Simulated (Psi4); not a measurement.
# SiF3 (trifluorosilyl) at U-r2SCAN/aug-cc-pVDZ

What is the vertical electron affinity of SiF3 (trifluorosilyl) at U-r2SCAN/aug-cc-pVDZ? 

The calculation is run with Psi4 1.11.

### Step 1. The molecule

SiF3: 4 atoms, total charge 0, spin state doublet. SMILES: `F[Si](F)F`. Geometry: relaxed at PBE0-D4/def2-TZVP.

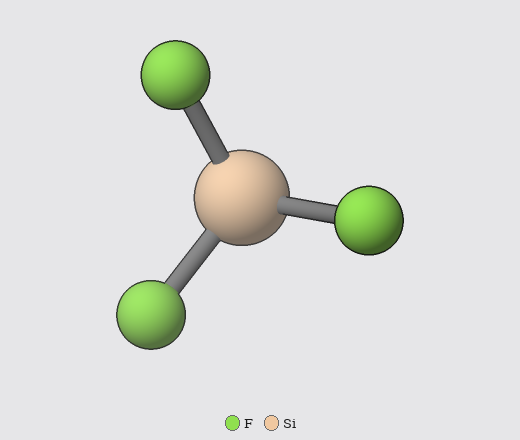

Viewed from a chosen angle; fluorine green, silicon light orange.

### Step 2. Energy and forces at U-r2SCAN/aug-cc-pVDZ

job.json

```json
{
  "schema_name": "qcschema_input",
  "schema_version": 1,
  "molecule": {
    "schema_name": "qcschema_molecule",
    "schema_version": 2,
    "symbols": ["F", "Si", "F", "F"],
    "geometry": [1.48315155, -0.95816673, 2.17639758, -0.53432006, 0.40262505, 0.44272504, -1.8788791, -1.68610813, -1.21762613, 0.93004761, 2.24164982, -1.40149648],
    "molecular_charge": 0,
    "molecular_multiplicity": 2,
    "fix_symmetry": "c1",
    "fix_com": true,
    "fix_orientation": true
  },
  "driver": "gradient",
  "model": {
    "method": "r2scan",
    "basis": "aug-cc-pVDZ"
  },
  "keywords": {
    "reference": "uks",
    "puream": true,
    "e_convergence": 1e-09,
    "d_convergence": 1e-08,
    "scf_type": "pk",
    "dft_radial_points": 99,
    "dft_spherical_points": 590,
    "maxiter": 100,
    "scf_properties": ["MULLIKEN_CHARGES", "LOWDIN_CHARGES", "QUADRUPOLE"]
  }
}
```

Started as:

```console
psi4 --qcschema job.json -n 1 --memory 1600MB
```

stdout:

```text
[...]
  Running in c1 symmetry.
[...]
  Nuclear repulsion =  176.798451345898798
[...]
  Multiplicity = 2
[...]
  Nalpha       = 21
  Nbeta        = 20
[...]
    Number of basis functions: 96
[...]
   @UKS iter   1:  -588.89083351688930   -2.83434e-01   6.94461e-03 DIIS/ADIIS
[...]
   @UKS iter  11:  -589.03351113187205   -2.50111e-12   1.75462e-09 DIIS
[...]
   @S^2 Observed:                7.516769296E-01
[...]
  @UKS Final Energy:  -589.03351113187205
   => Energetics <=
    Nuclear Repulsion Energy =            176.7984513458987976
    One-Electron Energy =               -1170.4196221506444999
    Two-Electron Energy =                 456.8787103494464645
    DFT Exchange-Correlation Energy =     -52.2910506765728442
    Empirical Dispersion Energy =           0.0000000000000000
    VV10 Nonlocal Energy =                  0.0000000000000000
    Total Energy =                       -589.0335111318720465
[...]
 Multipole Moments:
 ------------------------------------------------------------------------------------
     Multipole            Electronic (a.u.)      Nuclear  (a.u.)        Total (a.u.)
 ------------------------------------------------------------------------------------
 L = 1.  Multiply by 2.5417464519 to convert [e a0] to [Debye]
 Dipole X            :          2.3788673           -2.6716003           -0.2927330
 Dipole Y            :         -1.7927598            2.0131253            0.2203655
 Dipole Z            :         -1.9711426            2.2136253            0.2424827
 Magnitude           :                                                    0.4393762
 L = 2.  Multiply by 1.3450342976 to convert [e a0^2] to [Debye ang]
 Quadrupole XX       :        -83.6982079           63.3511947          -20.3470132
 Quadrupole XY       :        -32.2308084           31.4737222           -0.7570861
[...]
  Mulliken Charges: (a.u.)
   Center  Symbol    Alpha    Beta     Spin     Total
       1     F     4.77946  4.79066 -0.01120 -0.57012
       2    SI     6.66166  5.62801  1.03365  1.71032
       3     F     4.77942  4.79066 -0.01124 -0.57008
       4     F     4.77945  4.79067 -0.01121 -0.57012
   Total alpha = 21.00000, Total beta = 20.00000, Total charge = -0.00000
  Lowdin Charges: (a.u.)
   Center  Symbol    Alpha    Beta     Spin     Total
       1     F     4.69500  4.59505  0.09995 -0.29005
       2    SI     6.91500  6.21487  0.70013  0.87014
[...]
  -Total Gradient:
     Atom            X                  Y                   Z
    ------   -----------------  -----------------  -----------------
       1       -0.022725328499     0.015330672825    -0.019039306399
       2        0.024567457575    -0.018548292010    -0.020377021748
       3        0.014693248293     0.023528430150     0.018732911912
       4       -0.016592861620    -0.020235395015     0.020825075336
[...]
```

The result, in JSON:

```text
{
 "driver": "gradient",
 "model": {
  "method": "r2scan",
  "basis": "aug-cc-pVDZ"
 },
 "success": true,
 "return_result": [-0.022725328499277886, 0.01533067282549977, -0.019039306399306746, 0.024567457575366936, -0.018548292009525, -0.02037702174803141, 0.014693248292959885, 0.02352843015008503, 0.01873291191234165, -0.016592861619654856, -0.02023539501484721, 0.02082507533646487],
 "properties": {
  "calcinfo_nbasis": 96,
  "calcinfo_nmo": 96,
  "calcinfo_nalpha": 21,
  "calcinfo_nbeta": 20,
  "calcinfo_natom": 4,
  "nuclear_repulsion_energy": 176.7984513458988,
  "return_energy": -589.033511131872,
  "return_gradient": [-0.022725328499277886, 0.01533067282549977, -0.019039306399306746, 0.024567457575366936, -0.018548292009525, -0.02037702174803141, 0.014693248292959885, 0.02352843015008503, 0.01873291191234165, -0.016592861619654856, -0.02023539501484721, 0.02082507533646487],
  "scf_one_electron_energy": -1170.4196221506445,
  "scf_two_electron_energy": 456.87871034944646,
  "scf_xc_energy": -52.291050676572844,
  "scf_dipole_moment": [-0.2927330020700296, 0.22036552155664824, 0.24248270266680483],
  "scf_total_energy": -589.033511131872,
  "scf_total_gradient": [-0.022725328499277886, 0.01533067282549977, -0.019039306399306746, 0.024567457575366936, -0.018548292009525, -0.02037702174803141, 0.014693248292959885, 0.02352843015008503, 0.01873291191234165, -0.016592861619654856, -0.02023539501484721, 0.02082507533646487],
  "scf_iterations": 11
 }
}
```

It took 81 s on 1 thread of Intel Xeon Platinum 8259CL at 2.50GHz (Skylake/Cascade Lake), shared host; peak memory 0.93 GiB.

### Step 3. The singlet anion: the energy at r2SCAN/aug-cc-pVDZ

calc.dat

```
memory 1.6 GB

molecule {
  -1 1
  F      0.784850    -0.507040     1.151700
  Si    -0.282750     0.213060     0.234280
  F     -0.994260    -0.892250    -0.644340
  F      0.492160     1.186230    -0.741640
  symmetry c1
  no_reorient
  no_com
}

set {
  basis                aug-cc-pVDZ
  puream               true
  e_convergence        1e-09
  d_convergence        1e-08
  scf_type             pk
  dft_radial_points    99
  dft_spherical_points 590
}

e_tot, wfn = energy('r2scan', return_wfn=True)
oeprop(wfn, 'QUADRUPOLE', 'DIPOLE', 'WIBERG_LOWDIN_INDICES', title='R2SCAN')
```

Started as:

```console
psi4 calc.dat calc.out -n 1
```

calc.out:

```text
[...]
  Running in c1 symmetry.
[...]
  Nuclear repulsion =  176.798451223300987
[...]
  Multiplicity = 1
[...]
  Nalpha       = 21
  Nbeta        = 21
[...]
    Number of basis functions: 96
[...]
   @RKS iter   1:  -588.86591118384001   -2.58512e-01   7.88264e-03 DIIS/ADIIS
[...]
   @RKS iter  11:  -589.08490099786263   -5.37739e-11   7.08870e-09 DIIS
[...]
    Orbital Energies [Eh]
    ---------------------
    Doubly Occupied:
       1A    -65.703202     2A    -24.312553     3A    -24.312544
       4A    -24.312541     5A     -5.060903     6A     -3.404495
       7A     -3.404495     8A     -3.398893     9A     -0.983353
      10A     -0.958300    11A     -0.958285    12A     -0.336132
      13A     -0.270440    14A     -0.270427    15A     -0.235815
      16A     -0.216232    17A     -0.216225    18A     -0.193909
      19A     -0.193893    20A     -0.179447    21A      0.044665
[...]
  @RKS Final Energy:  -589.08490099786263
   => Energetics <=
    Nuclear Repulsion Energy =            176.7984512233009866
    One-Electron Energy =               -1180.3403588009944087
    Two-Electron Energy =                 466.9722803475031014
    DFT Exchange-Correlation Energy =     -52.5152737676722268
    Empirical Dispersion Energy =           0.0000000000000000
    VV10 Nonlocal Energy =                  0.0000000000000000
    Total Energy =                       -589.0849009978626327
[...]
 Multipole Moments:
 ------------------------------------------------------------------------------------
     Multipole            Electronic (a.u.)      Nuclear  (a.u.)        Total (a.u.)
 ------------------------------------------------------------------------------------
 L = 1.  Multiply by 2.5417464519 to convert [e a0] to [Debye]
 Dipole X            :          3.6600890           -2.6716003            0.9884887
 Dipole Y            :         -2.7583032            2.0131252           -0.7451779
 Dipole Z            :         -3.0328953            2.2136252           -0.8192702
 Magnitude           :                                                    1.4844540
 L = 2.  Multiply by 1.3450342976 to convert [e a0^2] to [Debye ang]
 Quadrupole XX       :        -91.8703589           63.3511946          -28.5191643
 Quadrupole XY       :        -30.6501729           31.4737223            0.8235493
[...]
```

It took 39 s on 1 thread of Intel Xeon Platinum 8259CL at 2.50GHz (Skylake/Cascade Lake), shared host; peak memory 0.93 GiB.

### Step 4. Results

At U-r2SCAN/aug-cc-pVDZ:

| quantity | value |
| --- | --- |
| doublet SiF3: total energy | -589.03351 Eh |
| doublet SiF3: dipole moment | 1.12 D |
| doublet SiF3: HOMO energy (highest over α and β) | -7.00 eV |
| doublet SiF3: LUMO energy (lowest over α and β) | -3.97 eV |
| doublet SiF3: ⟨S²⟩ | 0.752 |
| doublet SiF3: largest force on an atom | 1.898 eV/Å |
| singlet anion: total energy | -589.08490 Eh |
| singlet anion: HOMO energy | 1.22 eV |
| singlet anion: LUMO energy | 4.11 eV |
| singlet anion: HOMO–LUMO gap (to an unbound level, set by the basis) | 2.89 eV |
| vertical electron affinity (to the singlet anion) | 1.398 eV |

What this shows: At fixed nuclei the extra electron is bound by 1.40 eV (135 kJ/mol). The largest force (doublet SiF3) is 1.90 eV/Å: the shape isn't a stationary point for this species at this level. Mulliken charges (doublet SiF3) run from -0.57 on F1 to +1.71 on Si2; in a basis this large or diffuse they mean little. The HOMO (singlet anion) lies at positive energy, 1.22 eV, as semi-local functionals often give for anions; only total energies tell whether the electron is bound.
